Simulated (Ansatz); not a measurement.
## Electronic structure of C₂H₆AlCl in real space

The calculation's input:

```
crystal:
  periodic: [false, false, false]
  atoms:
    - {symbol: Al, position_ang: [-0.535602, 1.032543, -0.727837]}
    - {symbol: C, position_ang: [-0.202346, -0.917789, 0.791970]}
    - {symbol: C, position_ang: [0.953754, -0.775136, 0.131937]}
    - {symbol: Cl, position_ang: [0.054517, 2.563401, 0.632063]}
    - {symbol: H, position_ang: [0.331626, 0.885701, -2.044795]}
    - {symbol: H, position_ang: [-2.056113, 0.592469, -0.678348]}
    - {symbol: H, position_ang: [-0.942573, -1.649505, 0.490052]}
    - {symbol: H, position_ang: [-0.423274, -0.330087, 1.677535]}
    - {symbol: H, position_ang: [1.194976, -1.385747, -0.730302]}
    - {symbol: H, position_ang: [1.708034, -0.067050, 0.460725]}
basis:
  gaussian: {orbitals: def2-TZVPP}
hamiltonian: {xc: pbe0, dispersion: d4}
output: {orbitals: {seedname: orbitals}}
```

Launched as:

```sh
ansatz run in.yaml --threads 2 --pin off --events-out ev --progress --plain --max-ram 4352MiB
```

Geometry: PBE0-D4/def2-TZVP.

These are results of Ansatz 0.2.0, RKS PBE0-D4/def2-TZVPP, not measurements.

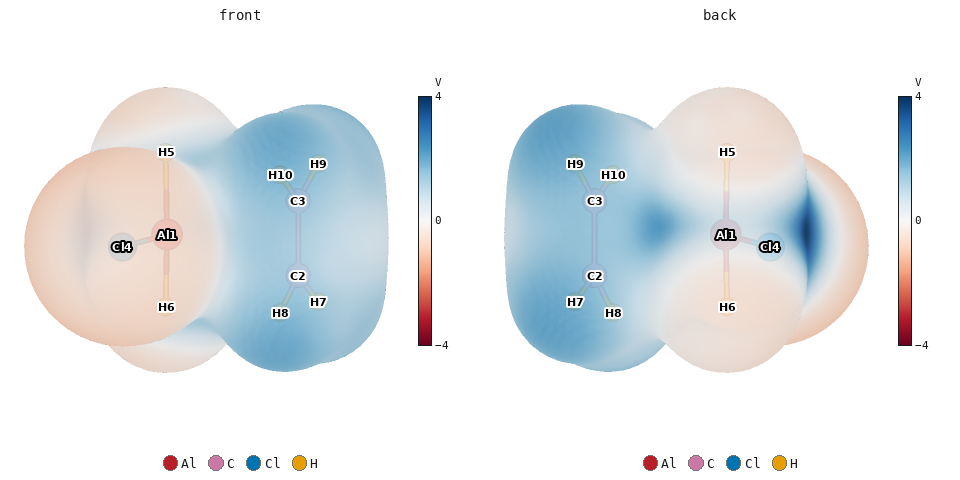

Figure 1. The electrostatic potential painted on the density surface at 0.004 e/bohr³, seen from the front and from behind; red is negative and blue positive.

> Which sites attract a positive test charge, and which a negative one?

A positive charge is drawn to the negative regions and a negative charge to the positive ones. The most negative region (about −0.9 V, or −21 kcal/mol for a unit charge) lies over Cl4, the most positive (about +3.3 V, or +76 kcal/mol for a unit charge) over Al1.

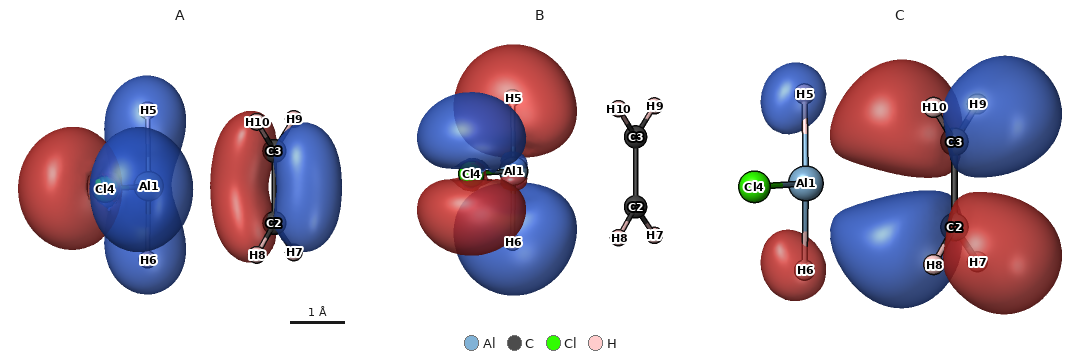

Figure 2. Three frontier orbitals at ±0.1 Å⁻³ᐟ² (red and blue are the two phases), in no order.

> Which picture is the HOMO−1, the HOMO and the LUMO?

A is the HOMO−1 (−8.53 eV). It lies mainly on Cl4 (about 55 %), Al1 (about 10 %), C2 (about 10 %) and C3 (about 10 %). B is the HOMO (−8.01 eV). Its weight (Hirshfeld) is mainly on Cl4 (about 35 %), Al1 (about 20 %), H6 (about 20 %) and H5 (about 20 %). C is the LUMO (−1.57 eV). By Hirshfeld shares it lies mainly on C2 (about 35 %) and C3 (about 35 %); π-antibonding (π*) across C2–C3.

> What is the HOMO–LUMO gap?

6.44 eV between the orbital energies.

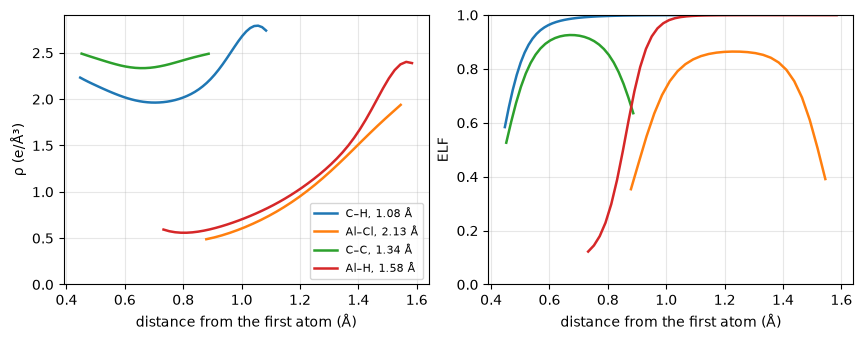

Figure 3. Total electron density and ELF along straight lines between neighbouring atoms. The curves leave out the atomic cores.

> Compare the contacts.

C–H (1.08 Å): ρ at the midpoint is about 2.1 e/Å³; the ELF climbs to about 1 towards the hydrogen, as it does in any bond to H (an ordinary covalent bond to hydrogen).
Al–Cl (2.13 Å): ρ is about 0.7 e/Å³ halfway; the ELF peaks at about 0.85 in the valence shell of Cl, 0.9 Å from its nucleus, and is about 0.80 at the midpoint.
C–C (1.34 Å): the density is about 2.3 e/Å³ at the midpoint; the ELF peaks at about 0.95 between the atoms; a short, multiple covalent bond.
Al–H (1.58 Å): the density is about 0.56 e/Å³ at the midpoint; the ELF climbs to about 1 towards the hydrogen.
